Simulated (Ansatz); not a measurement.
# Single-point calculation, with input and output: C2H7In

- system: C2H7In
- method: RKS PBE0-D4/def2-TZVP (Ansatz 0.2.0)

The geometry comes from this level: r2SCAN-D4/def2-SVP.

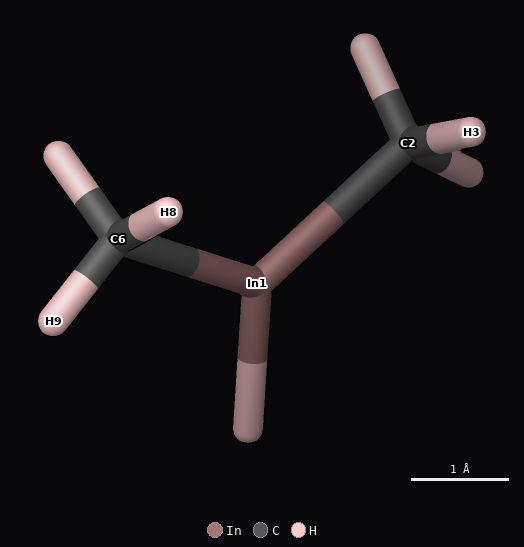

Fig. 1: The structure as given in the input (stick view, seen at a tilt; atoms are numbered from 1 in the order of the input). Sticks mark near contacts. Bond lengths as drawn: C–H 1.10 Å, C–In 2.18 Å and H–In 1.74 Å.

**The input**
```yaml
crystal:
  periodic: [false, false, false]
  atoms:
    - {symbol: In, position_ang: [-0.424091, -0.726627, -0.003645]}
    - {symbol: C, position_ang: [1.751147, -0.712050, 0.000509]}
    - {symbol: H, position_ang: [2.117581, -0.251244, 0.932567]}
    - {symbol: H, position_ang: [2.127796, -0.100095, -0.835164]}
    - {symbol: H, position_ang: [2.174803, -1.723785, -0.081059]}
    - {symbol: C, position_ang: [-1.480616, 1.174873, 0.004293]}
    - {symbol: H, position_ang: [-1.287569, 1.708685, -0.940861]}
    - {symbol: H, position_ang: [-1.109187, 1.814290, 0.821427]}
    - {symbol: H, position_ang: [-2.567114, 1.046792, 0.117993]}
    - {symbol: H, position_ang: [-1.302750, -2.230849, -0.016060]}
basis:
  gaussian: {orbitals: def2-TZVP, initial_orbitals: start.molden}
hamiltonian: {xc: pbe0, dispersion: d4}
scf: {omitted_lower_state_checks: [starts]}
output: {orbitals: {seedname: orbitals}}
```

Hardware: 4 threads of Arm Neoverse V2, 23 GiB of memory available, shared host.

Launched with:
```bash
ansatz run in.yaml --threads 4 --pin off --events-out ev --progress --plain --max-ram 3916MiB
```

**What the program printed**
```
Functional definition: PBE0
  name "PBE0"
  cite "Adamo & Barone, J. Chem. Phys. 110, 6158 (1999) doi:10.1063/1.478522"
  cite "Perdew, Burke & Ernzerhof, Phys. Rev. Lett. 77, 3865 (1996) doi:10.1103/PhysRevLett.77.3865"
  parent pbe
  parameter a = 0.25
  parameter kappa = 0.804
  parameter beta = 0.06672455060314922
  exchange = (1 - a)*pbe_x(kappa = kappa, mu = beta*pi^2/3) + a*exact_x
  correlation = pbe_c(beta = beta)
these checks for a lower state are left out or cut short: starts
1149 factors; their error is unknown
mean field evaluation 1: about -7358.2513 eV, gradient 6.6e1 eV
mean field evaluation 2: about -7359.4768 eV, gradient 1.4e0 eV
mean field evaluation 4: about -7359.5169 eV, gradient 3.6e-1 eV
mean field evaluation 8: about -7359.5171 eV, gradient 9.6e-6 eV
mean field -7359.51705724 eV, -270.4572633937 hartree, gradient 9.6e-6 eV, S^2 0.000000; 0 other end points of the search recorded, 0 dependent functions left out
reference -7359.51709536 eV, -270.4572647946 hartree; 20, 20 occupied and 134, 134 virtual orbitals, 1149 factors
Total energy: -7359.64025883 eV, -270.4617909686 hartree
Checks for a lower state left out: starts
```

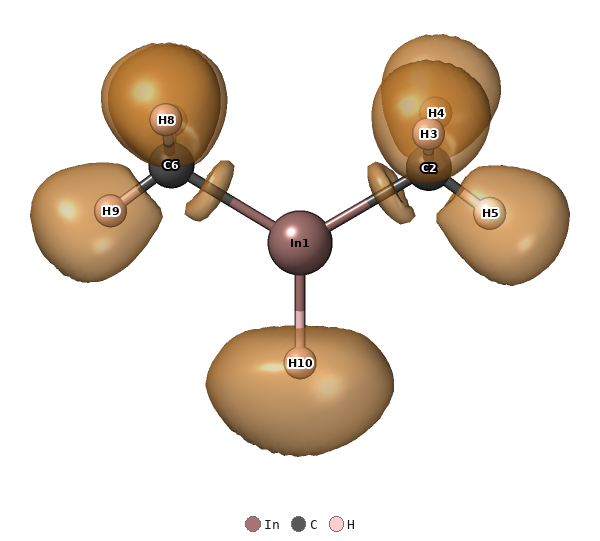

Fig. 2: Isosurface of the electron localisation function at 0.8 (orange), seen face on. Core shells and regions of very low density are left out. The ELF exceeds this value in seven regions around hydrogen nuclei and two lobes of the valence shell of C pointing towards In. Values along the shortest contacts: C–In (2.18 Å): the ELF peaks at about 0.90 in the valence shell of C, 0.7 Å from its nucleus, and drops to about 0.20 between the two atoms. C–H (1.10 Å): the ELF climbs to about 1 towards the hydrogen, as it does in any bond to H (a covalent bond by its length).

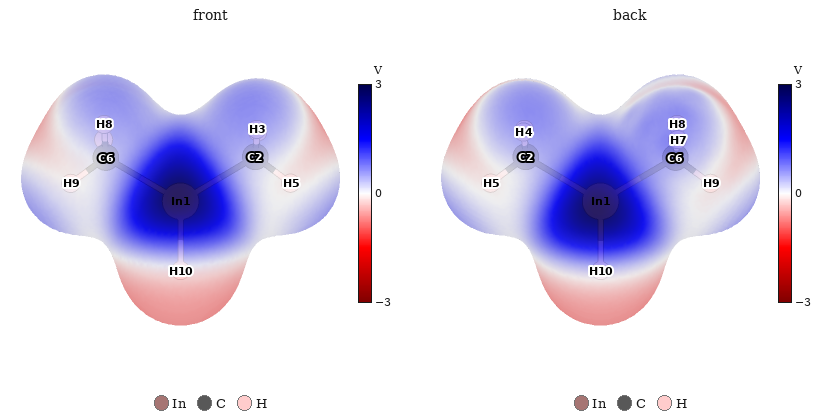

Fig. 3: The molecular electrostatic potential painted on the density surface at 0.002 e/bohr³, seen face on and from behind; the colour scale runs from red (negative) to blue (positive).

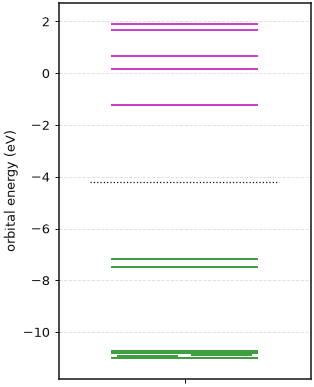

Fig. 4: Orbital energies near the frontier; the dotted line parts filled from empty levels, and levels within 0.02 eV of each other stand side by side. Highest filled −7.19 eV, lowest empty −1.23 eV, 5.96 eV apart.

**Summary**

| quantity | value |
| --- | --- |
| outcome | converged |
| total energy | −7359.6403 eV |
| mean-field energy | −7359.5171 eV |
| dispersion energy | −0.1232 eV |
| SCF solution under orbital rotations | stable |
| HOMO | −7.19 eV |
| LUMO | −1.23 eV |
| wall time | 1.4 s (CPU time 4.9 s) |
| peak memory | 0.28 GiB |
